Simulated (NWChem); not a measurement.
# U-r2SCAN/pcseg-2 run of AlCl2 (SMILES [Cl][Al][Cl])

What is the vertical ionisation energy of AlCl2 at U-r2SCAN/pcseg-2? 

The calculation is run with NWChem 7.3.0.

6 further runs of the same task are left out: 6 set aside as unsound or not needed.

### Step 1. The system as given

AlCl2: 3 atoms, total charge 0, spin state doublet. As SMILES, `[Cl][Al][Cl]`. The shape is that of a PBE0-D4/def2-TZVP optimisation.

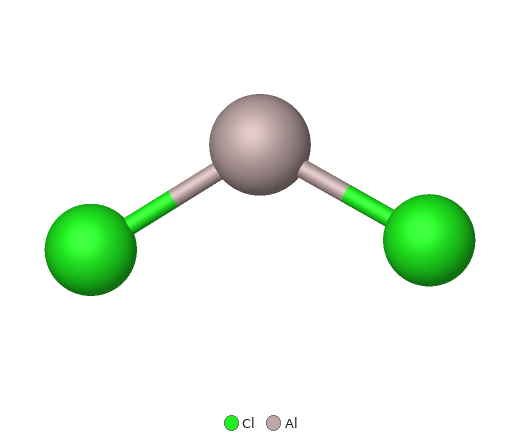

Viewed from a chosen angle; chlorine green, aluminium light grey.

### Step 2. A single-point energy at U-r2SCAN/pcseg-2

mol.nw reads:

```
start mol
title "AlCl2"
memory 2200 mb
charge 0

geometry units angstrom noautosym nocenter noautoz
  Cl     1.374800     0.868300     0.838700
  Al    -0.432100     0.520700    -0.177200
  Cl    -0.953600    -1.453800    -0.674700
end

basis "ao basis" spherical bse
  Cl library pcseg-2
  Al library pcseg-2
end

dft
  xc r2scan
  mult 2
  grid fine
  convergence energy 1e-08
  maxiter 100
  mulliken
  print low
end

task dft energy
```

Started as:

```
$ nwchem mol.nw > mol.out
```

The program printed, shortened:

```text
[...]
 d= 0,ls=0.0,diis     1  -1162.8453534870 -1.32D+03  7.69D-03  2.72D-01     2.8
[...]
 d= 0,ls=0.0,diis     8  -1162.8968020206 -6.46D-09  2.00D-06  8.17D-08    18.5
[...]
         Total DFT energy =    -1162.896802020604
      One electron energy =    -1914.510170723507
           Coulomb energy =      673.246249853204
    Exchange-Corr. energy =      -75.159087097111
 Nuclear repulsion energy =      153.526205946810
[...]
      Total Density - Mulliken Population Analysis
     ---------------------------------------------
    Atom       Charge   Shell Charges
 -----------   ------   -------------------------------------------------------
    1 Cl  17    17.34   2.01  0.37  1.60  1.05  0.92  5.91  1.05  3.02  1.39  0.00  0.02  0.00
    2 Al  13    12.32   2.00  0.51  1.47  0.76  0.37  5.89  0.36  0.71  0.05  0.01  0.17  0.02
    3 Cl  17    17.34   2.01  0.37  1.60  1.05  0.92  5.91  1.05  3.02  1.39  0.00  0.02  0.00
[...]
      <S2> =      0.7526 (Exact =     0.7500)
[...]
```

Wall time 19 s (1 thread of Intel Xeon Platinum 8559C (Emerald Rapids), shared host); peak memory 0.11 GiB.

### Step 3. The singlet cation

work.xyz reads:

```xyz
3
AlCl2
Cl     1.374800     0.868300     0.838700
Al    -0.432100     0.520700    -0.177200
Cl    -0.953600    -1.453800    -0.674700
```

work.nw reads:

```
start work
title "AlCl2"
memory stack 880 mb heap 220 mb global 1100 mb
charge 1
geometry units angstroms noautosym nocenter noautoz
  load work.xyz
end
basis spherical bse
  * library pcseg-2
end
dft
  xc r2scan
  grid fine
  convergence energy 1e-08
  maxiter 100
  mulliken
  print low
end
task dft energy
```

Started as:

```
$ nwchem work.nw > work.out
```

The program printed, shortened:

```text
[...]
 d= 0,ls=0.0,diis     1  -1162.3757586251 -1.32D+03  2.38D-02  3.85D+00     2.1
[...]
 d= 0,ls=0.0,diis    11  -1162.5678349949 -2.97D-09  2.30D-07  8.28D-10    18.4
         Total DFT energy =    -1162.567834994876
      One electron energy =    -1903.216242700541
           Coulomb energy =      661.971746963171
    Exchange-Corr. energy =      -74.849545204317
 Nuclear repulsion energy =      153.526205946811
[...]
      Total Density - Mulliken Population Analysis
     ---------------------------------------------
    Atom       Charge   Shell Charges
 -----------   ------   -------------------------------------------------------
    1 Cl  17    17.09   2.01  0.37  1.60  1.08  0.90  5.91  1.03  2.99  1.17  0.00  0.02  0.00
    2 Al  13    11.82   2.00  0.51  1.48  0.72  0.07  5.89  0.34  0.63 -0.02  0.00  0.17  0.02
    3 Cl  17    17.09   2.01  0.37  1.60  1.08  0.90  5.91  1.03  2.99  1.17  0.00  0.02  0.00
[...]
```

Run time: 19 s. Hardware: 1 thread of Intel Xeon Platinum 8559C (Emerald Rapids), shared host; peak memory 0.11 GiB.

### Step 4. Outcome

Level: U-r2SCAN/pcseg-2.

| quantity | value |
| --- | --- |
| doublet AlCl2: total energy | -1162.89680 Eh |
| doublet AlCl2: ⟨S²⟩ | 0.753 |
| singlet cation: total energy | -1162.56783 Eh |
| vertical ionisation energy (to the singlet cation) | 8.952 eV |

What this shows: Removing an electron at fixed nuclei costs 8.95 eV (206 kcal/mol). Only the singlet of the ionised species was computed; a triplet could lie lower. Mulliken charges (singlet cation) run from -0.09 on Cl1 to +1.18 on Al2.
